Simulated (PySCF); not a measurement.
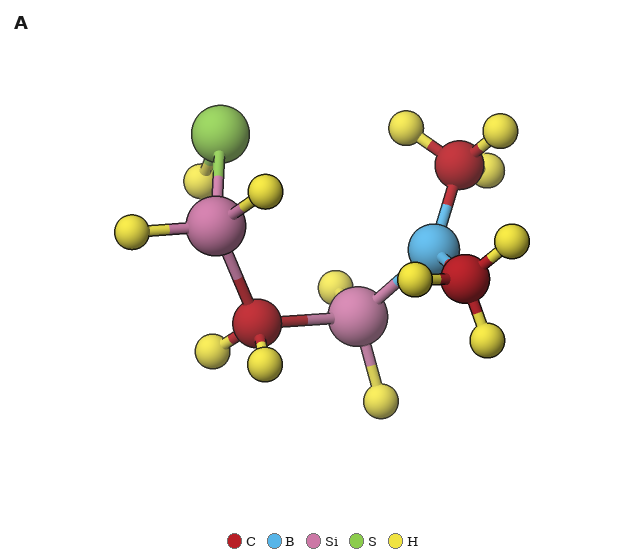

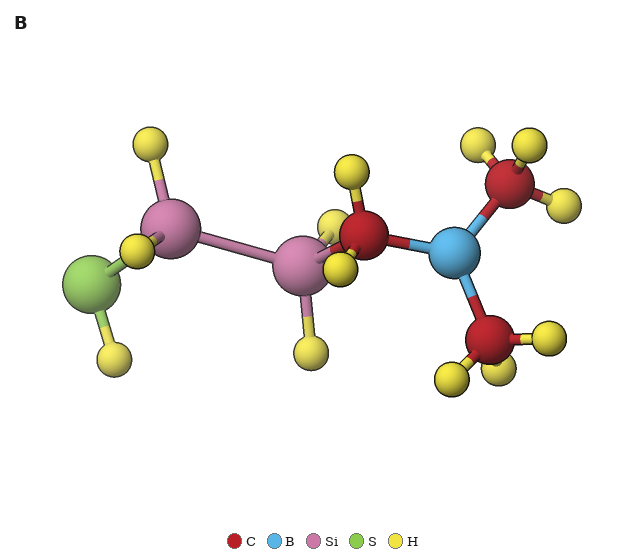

2 stationary structures of one formula. Geometries: GFN2-xTB. Electronic energies: PBE0/pcSseg-1 (PySCF 2.14.0), without zero-point energy. No frequency run is at hand to confirm each as a minimum. Each is one conformer, not always the lowest.

Are they conformers, stereoisomers or constitutional isomers?

They are constitutional isomers of C3H13BSSi2: A `CB(C)[SiH2]C[SiH2]S`, B `CB(C)C[SiH2][SiH2]S`.

Rank them by energy, lowest first.

B is lowest; A lies 0.473 eV above it.

The geometry is semi-empirical. Around B, Si such bond lengths and angles can be off by a tenth of an ångström or more and by several degrees, and values that hang on the shape move with them.
